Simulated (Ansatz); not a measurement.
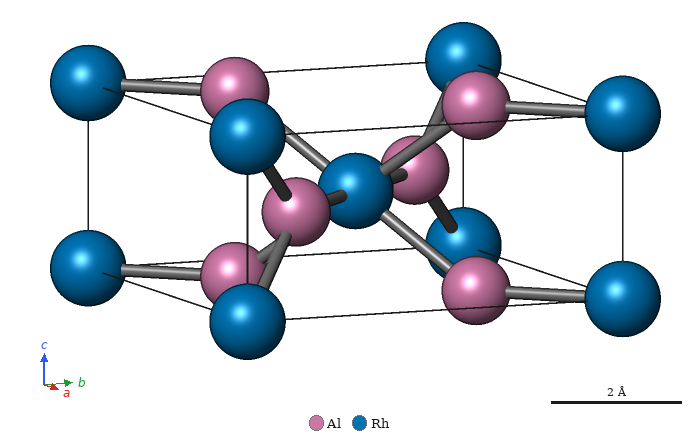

This ball-and-stick model is shown slightly off an axis. The frame is the simulation cell; atoms at its boundary are shown with their periodic copies.

This input was run:
```yaml
crystal:
  lattice:
    - [6.2763654296, 0.0, 0.0]
    - [0.0, 6.2763654296, 0.0]
    - [0.0, 0.0, 2.880450734]
  atoms:
    - { symbol: Al, position: [0.27420564, 0.27420564, 0.0] }
    - { symbol: Al, position: [0.22579436, 0.77420564, 0.5] }
    - { symbol: Al, position: [0.72579436, 0.72579436, 0.0] }
    - { symbol: Al, position: [0.77420564, 0.22579436, 0.5] }
    - { symbol: Rh, position: [0.0, 0.0, 0.0] }
    - { symbol: Rh, position: [0.5, 0.5, 0.5] }
basis:
  ecutwfc: 420
kpoints:
  mp_grid: { grid: [6, 6, 14] }
  band_path:
    path:
      - [[0.0, 0.0, 0.0], [0.0, 0.5, 0.0], [0.5, 0.5, 0.0], [0.0, 0.0, 0.0], [0.0, 0.0, 0.5], [0.0, 0.5, 0.5], [0.5, 0.5, 0.5], [0.0, 0.0, 0.5]]
      - [[0.0, 0.5, 0.0], [0.0, 0.5, 0.5]]
      - [[0.5, 0.5, 0.0], [0.5, 0.5, 0.5]]
    npoints: 14
hamiltonian:
  xc: pbe
scf:
  occupations: { method: gaussian, width: 0.1 }
  n_extra_bands: 15
output:
  forces: true
  stress: true
  eigenvalues: true
  populations: true
  dos: { projected: true, de: 0.02, nscf_kmesh: { grid: [8, 8, 17] } }
  bader: true
  write_density: true
  write_potential: true
  elf: true
  volumetric_format: npy
```
Run as:
```sh
ansatz run input.yaml --threads 1 --pin off --max-ram 2560MiB --backend cpu --events-out ev --progress --plain --runs-dir out
```

Theory: Ansatz, DFT PBE, scalar-relativistic, plane waves, PAW. Numerical settings: a kinetic-energy cutoff of 420 eV, a 6×6×14 sampling of the Brillouin zone, Gaussian smearing of 0.1 eV, no spin polarisation.

What are the atomic charges by Bader's partition?

Answer. Al +1.52 e; Rh -3.04 e.

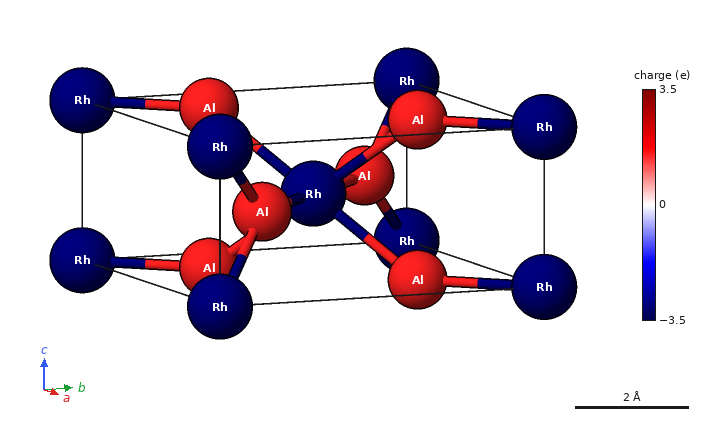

The atoms coloured by those charges.

Provenance: a structure type filled with these elements by a generator (whether the compound takes this form wasn't checked). Earlier steps of the study may have refined or changed the cell and positions. It went into a calculation with Ansatz.
